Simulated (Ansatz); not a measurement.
The figure comes from a scan of AlNi (CsCl type): the cell is scaled evenly about its relaxed volume V₀. These are PBEsol (plane waves to 420 eV, PAW, scalar-relativistic; Ansatz, a first-principles code) values and carry that method's errors. k mesh 16×16×16 (Γ-centred), Fermi-Dirac smearing 0.05 eV. Compression counts positive. AlNi is run without spin polarisation. AlNi was relaxed with its symmetry unable to fall. 

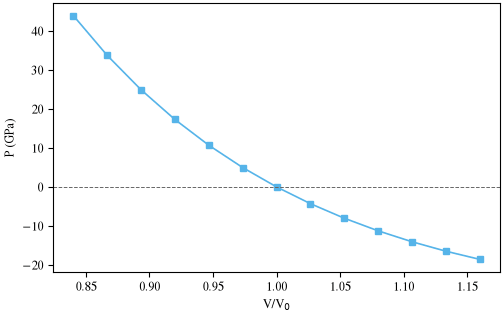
Fig. 1. P (GPa) against V/V₀; computed points joined by lines.

### Question
List the plotted points as numbers.

### Answer
To the nearest 1:

| V/V₀ | P (GPa) |
|---|---|
| 0.840 | 44 |
| 0.867 | 34 |
| 0.893 | 25 |
| 0.920 | 17 |
| 0.947 | 11 |
| 0.973 | 5 |
| 1.000 | 0 |
| 1.027 | -4 |
| 1.053 | -8 |
| 1.080 | -11 |
| 1.107 | -14 |
| 1.133 | -16 |
| 1.160 | -19 |

(A scan under strain: stresses follow from slopes of the energy per volume, elastic moduli from its curvatures.)
